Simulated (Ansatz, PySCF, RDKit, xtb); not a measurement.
# Isomers of ZrHSeCl3, a sample narrowed down

Which of a sample of isomers of ZrHSeCl3 is the most stable in the gas at 298.15 K, and what are its properties? The sample is small against all isomers, and the most stable one of this formula need not be in it. One structure proposed beforehand is put among the starts (marked given), to see whether the search confirms or beats it.

Plan: many cheap relaxations first (GFN2-xTB), then density-functional screening, relaxation at PBE0-D4/def2-SVP, vibrations (at GFN2-xTB) and a final energy. The numbers are computed, not measured.

1 further run of the same task is left out (set aside as unsound or not needed).

## Step 1: Candidates

Isomers were drawn by moving bonds and hydrogen atoms under normal valences; this is a sample, not all of them. O–O, O–halogen and N–halogen bonds and N–N–N chains are not drawn. That gives 1 candidate.

| label | SMILES | spin |
| --- | --- | --- |
| c030 | [Cl][Zr]([Cl])([Cl])[SeH] | singlet |

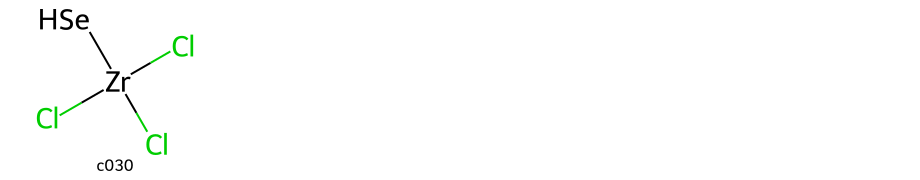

Structural formulas of the candidates.

Candidates are built by distance geometry, with a force field where one applies, in up to four conformers (letters a to d). 6 more come from a given structure, shaken or with two atoms exchanged.

## Step 2: First filter: tight binding

All 9 starts are relaxed the same way. One of them, c803 (given structure with two atoms exchanged), in full:

The input, start.xyz:

```xyz
6
c803
Cl    -1.524140     1.098760    -1.759470
Cl    -0.147130    -0.167330    -0.510010
Cl     1.961370     0.550010    -0.836020
Se    -0.583260     0.086760     1.941500
Zr    -0.329170    -2.291080    -1.232030
H      0.622330     0.722890     2.396020
```

The run is started by

```
$ xtb start.xyz --gfn 2 --opt --uhf 2
```

Standard output, shortened:

```text
* xtb version 6.7.1
[...]
          :  # basis functions                  51          :
[...]
          :  # electrons                        32          :
[...]
          :  Hamiltonian                  GFN2-xTB          :
[...]
          :  net charge                          0          :
          :  unpaired electrons                  2          :
[...]
   *** convergence criteria satisfied after 53 iterations ***
[...]
   *** GEOMETRY OPTIMIZATION CONVERGED AFTER 55 ITERATIONS ***
[...]
   *** convergence criteria satisfied after 3 iterations ***
[...]
         ::                     SUMMARY                     ::
         :::::::::::::::::::::::::::::::::::::::::::::::::::::
         :: total energy             -19.094182308242 Eh    ::
         :: gradient norm              0.000907383659 Eh/a0 ::
         :: HOMO-LUMO gap              0.224334702164 eV    ::
         ::.................................................::
         :: SCC energy               -19.129520436381 Eh    ::
         :: -> isotropic ES            0.044388857035 Eh    ::
         :: -> anisotropic ES         -0.009988483075 Eh    ::
         :: -> anisotropic XC         -0.007966927645 Eh    ::
         :: -> dispersion             -0.006156140071 Eh    ::
         :: repulsion energy           0.035338128139 Eh    ::
         :: add. restraining           0.000000000000 Eh    ::
         :: total charge              -0.000000000002 e     ::
         :::::::::::::::::::::::::::::::::::::::::::::::::::::
[...]
        17        0.9871           -0.3198073              -8.7024 (HOMO)
        18        0.0129           -0.3115631              -8.4781 (LUMO)
[...]
     #   Z          covCN         q      C6AA      α(0)
     1  17 Cl       0.735    -0.345   109.999    16.042
     2  17 Cl       1.057    -0.171   104.537    15.642
     3  17 Cl       0.735    -0.349   110.156    16.054
     4  34 Se       2.047    -0.019   236.370    26.789
     5  40 Zr       3.002     0.692   109.226    25.148
     6   1 H        0.924     0.192     1.142     1.671
[...]
     #   Z sym  total        # sym  WBO       # sym  WBO       # sym  WBO
 ---------------------------------------------------------------------------
     1  17 Cl   1.160 --     5 Zr   0.990
     2  17 Cl   1.364 --     5 Zr   0.843     4 Se   0.433
     3  17 Cl   1.155 --     5 Zr   1.015
     4  34 Se   2.191 --     6 H    0.933     5 Zr   0.696     2 Cl   0.433
     5  40 Zr   3.569 --     3 Cl   1.015     1 Cl   0.990     2 Cl   0.843
                             4 Se   0.696
     6   1 H    0.961 --     4 Se   0.933
 ---------------------------------------------------------------------------
[...]
molecular dipole:
                 x           y           z       tot (Debye)
 q only:       -0.452      -0.509       2.167
   full:       -0.176      -0.888       0.650       2.833
molecular quadrupole (traceless):
[...]
          | TOTAL ENERGY              -19.094182308242 Eh   |
          | GRADIENT NORM               0.000907383659 Eh/α |
          | HOMO-LUMO GAP               0.224334702164 eV   |
           -------------------------------------------------
[...]
```

Wall time 0.37 s (2 threads of Intel Xeon 6975P-C (Granite Rapids), shared host).

## Step 3: The minima found

9 of the 9 relaxations converged; 3 ended on a minimum already found. 6 distinct structures remain:

| label | start | SMILES after | spin | energy (kcal/mol) |
| --- | --- | --- | --- | --- |
| c895 | altered | [Cl][ZrH]1([Cl])[Cl][Se]1 ‡ | singlet | 0.0 |
| c030a | given | [Cl][Zr]([Cl])([Cl])[SeH] | singlet | 2.6 |
| c030c | drawn | [Cl][Zr]([Cl])([Cl])[SeH] | singlet | 2.6 |
| c145 | altered | [Cl][Zr]([Cl])([ClH])[Se] ‡ | singlet | 27.4 |
| c803 | altered | [Cl][Zr]([Cl])([Cl])[SeH] | triplet | 64.0 |
| c938 | altered | [Cl][Zr]([Cl])([Cl])[SeH] | triplet | 65.5 |

‡ marks the bonded skeleton alone, with all bonds drawn single: no Lewis structure was assigned that passes a check against the bond lengths.

GFN2-xTB has no spin polarisation, so it can't rank spin states and is rough for open shells.

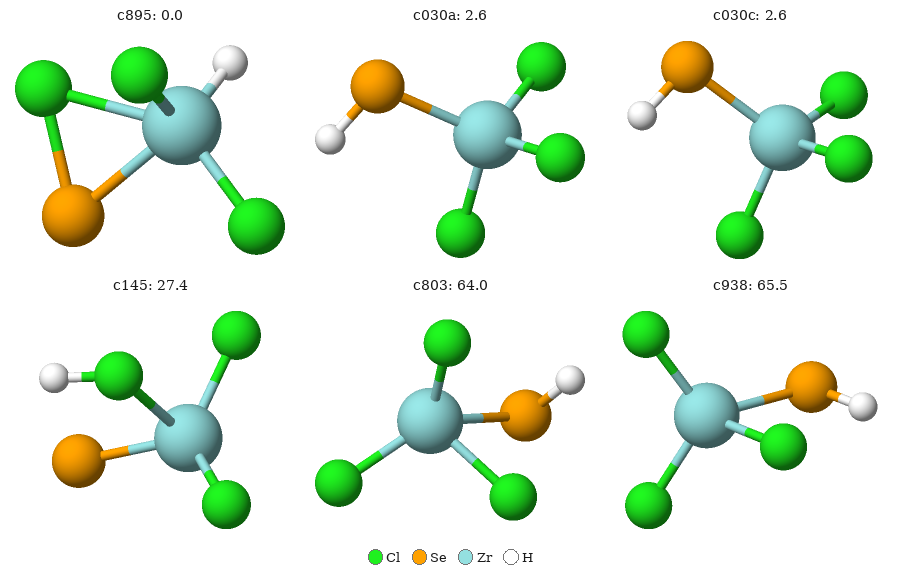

The 6 lowest minima that did not fall apart, with their GFN2-xTB energies in kcal/mol.

## Step 4: Single points on the low minima

A choice of the minima (the low ones first, few conformers of a pattern, up to a cap) and the lowest that fell apart get a single point at r2SCAN-D4/def2-SVP on the tight-binding geometry, and one at HF/STO-3G for comparison. The lowest singlets are also tried as triplets at the same geometry (label ending in t). The first, c030a:

The input, input.yaml:

```yaml
crystal:
  periodic: [false, false, false]
  atoms:
    - {symbol: Cl, position_ang: [-1.524140, 1.098760, -1.759470]}
    - {symbol: Cl, position_ang: [-0.329170, -2.291080, -1.232030]}
    - {symbol: Cl, position_ang: [1.961370, 0.550010, -0.836020]}
    - {symbol: Se, position_ang: [-0.583260, 0.086760, 1.941500]}
    - {symbol: Zr, position_ang: [-0.147130, -0.167330, -0.510010]}
    - {symbol: H, position_ang: [0.622330, 0.722890, 2.396020]}
basis:
  gaussian:
    orbitals: def2-SVP
hamiltonian:
  xc: {name: r2SCAN}
  dispersion: d4
scf:
  lower_state_search: off
output: {orbitals: {seedname: orbitals}}
```

The run is started by

```
$ ansatz run input.yaml --threads 2 --pin off --max-ram 5220MiB --events-out events.jsonl --progress --plain --runs-dir runs
```

Standard output, shortened:

```text
Warning: RAYON_NUM_THREADS=2 ignored (pool sized by the plan → 2); use --threads N
Functional definition: r2SCAN
  name "r2SCAN"
[...]
1267 factors; their error is unknown
[...]
mean field -104200.69962905 eV, -3829.3050815964 hartree, gradient 1.9e-6 eV, S^2 0.000000; 0 other end points of the search recorded, 0 dependent functions left out
reference -104200.69965891 eV, -3829.3050826939 hartree; 49, 49 occupied and 73, 73 virtual orbitals, 1267 factors
Total energy: -104200.76157323 eV, -3829.3073580031 hartree
Checks for a lower state left out: stability, starts, cluster_reference, orbital_swaps, neighbouring_geometries, increment
```

Run time: 2.7 s. Hardware: 2 threads of Intel Xeon 6975P-C (Granite Rapids), shared host; peak memory 0.19 GiB.

Relative energies in kcal/mol, each column from its lowest structure that stays in one piece:

| label | SMILES | spin | GFN2-xTB | HF/STO-3G | r2SCAN-D4/def2-SVP |
| --- | --- | --- | --- | --- | --- |
| c030c | [Cl][Zr]([Cl])([Cl])[SeH] | singlet | 2.6 | 0.0 | 0.0 |
| c030a | [Cl][Zr]([Cl])([Cl])[SeH] | singlet | 2.6 | 0.3 | 0.4 |
| c145 | [Cl][Zr]([Cl])([ClH])[Se] ‡ | singlet | 27.4 | 94.8 | 52.1 |
| c895 | [Cl][ZrH]1([Cl])[Cl][Se]1 ‡ | singlet | 0.0 | 63.9 | 65.1 |
| c030ct | [Cl][Zr]([Cl])([Cl])[SeH] | triplet | – | – | 86.4 |
| c145t | [Cl][Zr]([Cl])([ClH])[Se] ‡ | triplet | – | – | 106.1 |

‡ marks the bonded skeleton alone, with all bonds drawn single: no Lewis structure was assigned that passes a check against the bond lengths.

## Step 5: Third filter: density-functional geometries

3 candidates are relaxed at PBE0-D4/def2-SVP (chosen among the lowest in one piece). The first, c030a:

Changes to input.yaml since step 4:

```diff
@@ -13,6 +13,7 @@
 hamiltonian:
-  xc: {name: r2SCAN}
+  xc: pbe0
   dispersion: d4
 scf:
-  lower_state_search: off
-output: {orbitals: {seedname: orbitals}}
+  lower_state_search: "off"
+relax:
+  f_tol: 0.006
```

The run is started by

```
$ ansatz run input.yaml --threads 2 --pin off --max-ram 5220MiB --events-out events.jsonl --progress --plain --runs-dir runs
```

Standard output, shortened:

```text
Warning: RAYON_NUM_THREADS=2 ignored (pool sized by the plan → 2); use --threads N
[...]
Functional definition: PBE0
  name "PBE0"
[...]
1248 factors; integrals over basis functions are off by at most 2.1e-4 eV
[...]
mean field -104181.87431701 eV, -3828.6132641393 hartree, gradient 8.8e-6 eV, S^2 0.000000; 0 other end points of the search recorded, 0 dependent functions left out
[...]
reference -104181.87437731 eV, -3828.6132663553 hartree; 49, 49 occupied and 73, 73 virtual orbitals, 1248 factors
relax step   1: F+E_penalty+E_count = -104182.11191697 eV  Δ(F+E_penalty+E_count) = +0.000e0 eV  max|allowed force component| = 1.526e0 eV/Å  Δτ_max = 0.0000 Å  (14 SCF iters, accepted)
[...]
relax step   5: F+E_penalty+E_count = -104182.37879722 eV  Δ(F+E_penalty+E_count) = -1.701e-3 eV  max|allowed force component| = 2.159e-2 eV/Å  Δτ_max = 0.0428 Å  (21 SCF iters, accepted)
[...]
relax step  19: F+E_penalty+E_count = -104182.39868789 eV  Δ(F+E_penalty+E_count) = -4.172e-6 eV  max|allowed force component| = 1.392e-3 eV/Å  Δτ_max = 0.0012 Å  (13 SCF iters, accepted)
Total energy: -104182.39874905 eV, -3828.6325366615 hartree
Atom 0 at    -1.445268     1.333967    -1.423658 Å, force    -0.000377     0.000012    -0.000331 eV/Å
Atom 1 at    -0.439864    -2.397302    -1.199629 Å, force    -0.000307    -0.000053     0.000047 eV/Å
Atom 2 at     2.195419     0.425958    -0.946157 Å, force     0.000364     0.000075     0.000069 eV/Å
Atom 3 at    -0.336074    -0.282618     2.023787 Å, force     0.000514     0.001222    -0.000210 eV/Å
Atom 4 at     0.007484    -0.232103    -0.496899 Å, force     0.000205     0.000137     0.000352 eV/Å
Atom 5 at     0.018304     1.152107     2.042545 Å, force    -0.000399    -0.001392     0.000072 eV/Å
Dipole moment:     0.007734     0.085390     0.102047 e Å
Checks for a lower state left out: stability, starts, cluster_reference, orbital_swaps, neighbouring_geometries, increment
```

Wall time 41 s (2 threads of Intel Xeon 6975P-C (Granite Rapids), shared host); peak memory 0.32 GiB.

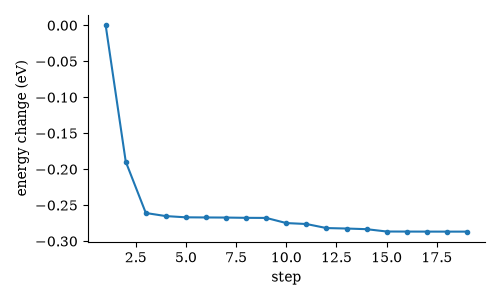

Energy along the run, all evaluated steps.

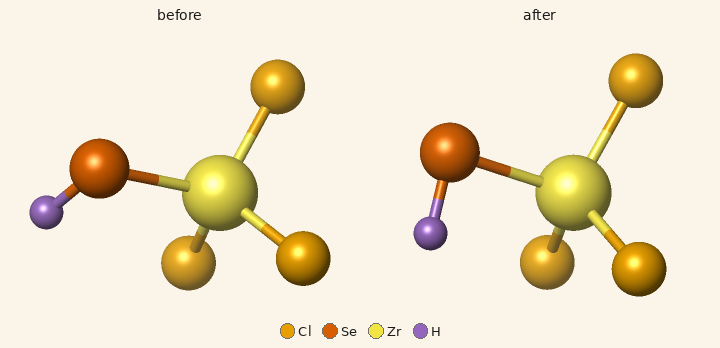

Before and after, at one scale.

After the run. Bond lengths: Cl1–Zr5 2.329 Å, Cl2–Zr5 2.320 Å, Cl3–Zr5 2.329 Å, Se4–Zr5 2.544 Å, Se4–H6 1.478 Å. Angles: Cl1–Zr5–Cl2 112.8°, Cl1–Zr5–Cl3 108.6°, Cl1–Zr5–Se4 108.9°, Cl2–Zr5–Cl3 112.7°, Cl2–Zr5–Se4 104.8°, Cl3–Zr5–Se4 108.9°, Zr5–Se4–H6 87.8°.

## Step 6: After refinement

| label | spin | r2SCAN-D4/def2-SVP (kcal/mol) | PBE0-D4/def2-SVP, relaxed (kcal/mol) | time | note |
| --- | --- | --- | --- | --- | --- |
| c030a | singlet | 0.4 | 0.0 | 41 s |  |
| c030c | singlet | 0.0 | 0.0 | 35 s | same minimum as c030a |
| c145 | singlet | 52.1 | 0.0 | 82 s | same minimum as c030a |

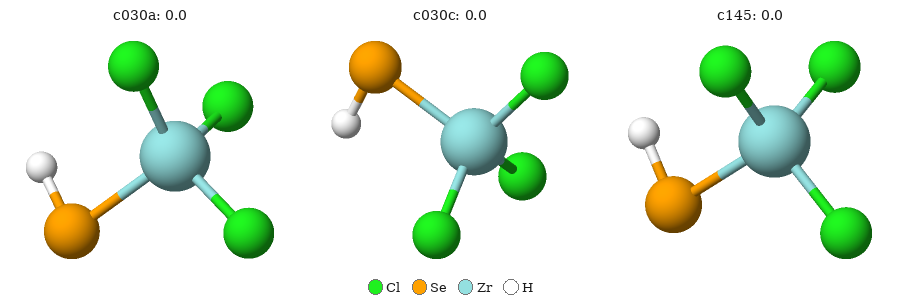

The relaxed structures, with energies at PBE0-D4/def2-SVP in kcal/mol.

## Step 7: Harmonic analysis of the finalists

The lowest few in one piece go on as finalists. In this search the thermal terms come from GFN2-xTB at its own nearest minimum. The first, c030a:

The input, start.xyz:

```xyz
6
c030a
Cl    -1.445268     1.333967    -1.423658
Cl    -0.439864    -2.397302    -1.199629
Cl     2.195419     0.425958    -0.946157
Se    -0.336074    -0.282618     2.023787
Zr     0.007484    -0.232103    -0.496899
H      0.018304     1.152107     2.042545
```

The run is started by

```
$ xtb start.xyz --gfn 2 --ohess tight
```

Standard output, shortened:

```text
* xtb version 6.7.1
[...]
          :  # basis functions                  51          :
[...]
          :  # electrons                        32          :
[...]
          :  Hamiltonian                  GFN2-xTB          :
[...]
          :  net charge                          0          :
          :  unpaired electrons                  0          :
[...]
   *** convergence criteria satisfied after 13 iterations ***
[...]
   *** GEOMETRY OPTIMIZATION CONVERGED AFTER 12 ITERATIONS ***
[...]
   *** convergence criteria satisfied after 3 iterations ***
[...]
         ::                     SUMMARY                     ::
         :::::::::::::::::::::::::::::::::::::::::::::::::::::
         :: total energy             -19.191938362490 Eh    ::
         :: gradient norm              0.000085819748 Eh/a0 ::
         :: HOMO-LUMO gap              2.149433415334 eV    ::
         ::.................................................::
         :: SCC energy               -19.243605764113 Eh    ::
         :: -> isotropic ES            0.052168997968 Eh    ::
         :: -> anisotropic ES         -0.007366441273 Eh    ::
         :: -> anisotropic XC         -0.003885536768 Eh    ::
         :: -> dispersion             -0.006222912406 Eh    ::
         :: repulsion energy           0.051667401624 Eh    ::
         :: add. restraining           0.000000000000 Eh    ::
         :: total charge              -0.000000000000 e     ::
         :::::::::::::::::::::::::::::::::::::::::::::::::::::
[...]
        16        2.0000           -0.4240429             -11.5388 (HOMO)
        17                         -0.3450526              -9.3894 (LUMO)
[...]
     #   Z          covCN         q      C6AA      α(0)
     1  17 Cl       0.735    -0.319   109.136    15.979
     2  17 Cl       0.735    -0.327   109.414    16.000
     3  17 Cl       0.735    -0.319   109.136    15.979
     4  34 Se       1.734    -0.364   248.113    27.450
     5  40 Zr       3.013     1.106   100.992    24.182
     6   1 H        0.925     0.224     0.987     1.553
[...]
          | TOTAL ENERGY              -19.191938362491 Eh   |
          | TOTAL ENTHALPY            -19.172894176199 Eh   |
          | TOTAL FREE ENERGY         -19.219748039596 Eh   |
          | GRADIENT NORM               0.000085830462 Eh/α |
[...]
```

Wall time 0.19 s (2 threads of Intel Xeon 6975P-C (Granite Rapids), shared host).

## Step 8: Thermal terms of the finalists

As xtb prints them, at 298.15 K, with its own treatment of low modes:

| label | SMILES | spin | lowest mode (cm⁻¹) | zero-point (kcal/mol) | G − E (kcal/mol) |
| --- | --- | --- | --- | --- | --- |
| c030a | [Cl][Zr]([Cl])([Cl])[SeH] | singlet | 36i | 6.0 | -17.5 |

c030a keeps an imaginary mode, a small one that points to a nearly free motion; the harmonic terms are rough for it.

## Step 9: The final energy

Single points at CCSD(T)/def2-SVP + MP2/def2-TZVPP - MP2/def2-SVP on the refined geometries decide the order.

c030a, CCSD(T)/def2-SVP:

The input, input.yaml:

```yaml
crystal:
  periodic: [false, false, false]
  atoms:
    - {symbol: Cl, position_ang: [-1.445268, 1.333967, -1.423658]}
    - {symbol: Cl, position_ang: [-0.439864, -2.397302, -1.199629]}
    - {symbol: Cl, position_ang: [2.195419, 0.425958, -0.946157]}
    - {symbol: Se, position_ang: [-0.336074, -0.282618, 2.023787]}
    - {symbol: Zr, position_ang: [0.007484, -0.232103, -0.496899]}
    - {symbol: H, position_ang: [0.018304, 1.152107, 2.042545]}
basis:
  gaussian:
    orbitals: def2-SVP
correlation:
  method: ccsd_t
  frozen_orbitals: {H: 0, Zr: 0, Se: 9, Cl: 5}
```

The run is started by

```
$ ansatz run input.yaml --threads 2 --pin off --max-ram 5220MiB --events-out events.jsonl --progress --plain --runs-dir runs
```

Standard output, shortened:

```text
Warning: RAYON_NUM_THREADS=2 ignored (pool sized by the plan → 2); use --threads N
Functional definition: HF
  name "HF"
[...]
1164 factors; integrals over basis functions are off by at most 1.2e-3 eV
[...]
mean field -104084.16946242 eV, -3825.0226769601 hartree, gradient 2.8e-6 eV, S^2 0.000000; 0 other end points of the search recorded, 0 dependent functions left out
24 core orbitals not correlated: weight in the atoms' cores, before any rotation towards them, 1.000 or more for the frozen orbitals, at most 0.000 for the correlated occupied ones
reference -104084.16946242 eV, -3825.0226769601 hartree; 25, 25 occupied and 73, 73 virtual orbitals, 1164 factors
second order -23.89687446 eV of doubles, -0.00000000 eV of singles
cycle   1  -23.93145773 eV  change   -3.5e-2 eV  update   1.7e-1
[...]
cycle  10  -24.67892972 eV  change    4.6e-5 eV  update   3.1e-5
perturbative correction -0.84118535 eV, -0.0309129914 hartree
Total energy: -104109.68957750 eV, -3825.9605238908 hartree
```

Wall time 14 s (2 threads of Intel Xeon 6975P-C (Granite Rapids), shared host); peak memory 0.66 GiB.

## Step 10: c030a at MP2/def2-TZVPP

Changes to input.yaml since step 9:

```diff
@@ -10,6 +10,3 @@
 basis:
-  gaussian:
-    orbitals: def2-SVP
-correlation:
-  method: ccsd_t
-  frozen_orbitals: {H: 0, Zr: 0, Se: 9, Cl: 5}
+  gaussian: {orbitals: def2-TZVPP}
+correlation: {method: mp2, frozen_orbitals: {H: 0, Zr: 0, Se: 9, Cl: 5}}
```

The run is started by

```
$ ansatz run input.yaml --threads 2 --pin off --max-ram 5220MiB --events-out events.jsonl --progress --plain --runs-dir runs
```

Standard output:

```text
Warning: RAYON_NUM_THREADS=2 ignored (pool sized by the plan → 2); use --threads N
Functional definition: HF
  name "HF"
  exchange = exact_x
  correlation = 0
1537 factors; integrals over basis functions are off by at most 9.3e-4 eV
mean field evaluation 1: about -104101.9742 eV, gradient 3.1e1 eV
mean field evaluation 2: about -104102.1993 eV, gradient 3.2e1 eV
mean field evaluation 4: about -104105.3561 eV, gradient 2.6e0 eV
mean field evaluation 8: about -104105.4114 eV, gradient 3.0e-1 eV
mean field -104105.41228287 eV, -3825.8033362125 hartree, gradient 2.7e-6 eV, S^2 0.000000; 0 other end points of the search recorded, 0 dependent functions left out
24 core orbitals not correlated: weight in the atoms' cores, before any rotation towards them, 1.000 or more for the frozen orbitals, at most 0.000 for the correlated occupied ones
reference -104105.41228287 eV, -3825.8033362125 hartree; 25, 25 occupied and 195, 195 virtual orbitals, 1537 factors
second order -32.29402004 eV of doubles, -0.00000000 eV of singles
Total energy: -104137.70630291 eV, -3826.9901195594 hartree
```

It took 5.7 s on 2 threads of Intel Xeon 6975P-C (Granite Rapids), shared host; peak memory 0.7 GiB.

## Step 11: The ranking

Energies in kcal/mol from c030a; G adds the thermal terms to the CCSD(T)/def2-SVP + MP2/def2-TZVPP - MP2/def2-SVP energy. The columns left of the relaxed level are at the tight-binding geometries.

| label | SMILES | spin | GFN2-xTB | HF/STO-3G | r2SCAN-D4/def2-SVP | PBE0-D4/def2-SVP | HF/def2-SVP | MP2/def2-SVP | CCSD(T)/def2-SVP + MP2/def2-TZVPP - MP2/def2-SVP | G | share at equilibrium | T1 |
| --- | --- | --- | --- | --- | --- | --- | --- | --- | --- | --- | --- | --- |
| c030a | [Cl][Zr]([Cl])([Cl])[SeH] | singlet | 0.0 | 0.0 | 0.0 | 0.0 | 0.0 | 0.0 | 0.0 | 0.0 | 100.0 % | 0.016 |

Lowest found: c030a, `[Cl][Zr]([Cl])([Cl])[SeH]`, a singlet. Bond lengths: Cl1–Zr5 2.329 Å, Cl2–Zr5 2.320 Å, Cl3–Zr5 2.329 Å, Se4–Zr5 2.544 Å, Se4–H6 1.478 Å. Angles: Cl1–Zr5–Cl2 112.8°, Cl1–Zr5–Cl3 108.6°, Cl1–Zr5–Se4 108.9°, Cl2–Zr5–Cl3 112.7°, Cl2–Zr5–Se4 104.8°, Cl3–Zr5–Se4 108.9°, Zr5–Se4–H6 87.8°.

```xyz
6

Cl   -1.4453    1.3340   -1.4237
Cl   -0.4399   -2.3973   -1.1996
Cl    2.1954    0.4260   -0.9462
Se   -0.3361   -0.2826    2.0238
Zr    0.0075   -0.2321   -0.4969
H     0.0183    1.1521    2.0425
```

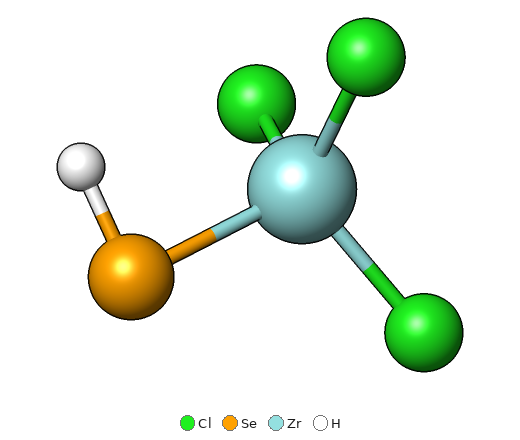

The lowest structure found, seen from a chosen angle (chlorine green, selenium orange, zirconium light teal, hydrogen white).

[end of part 1 of 2]
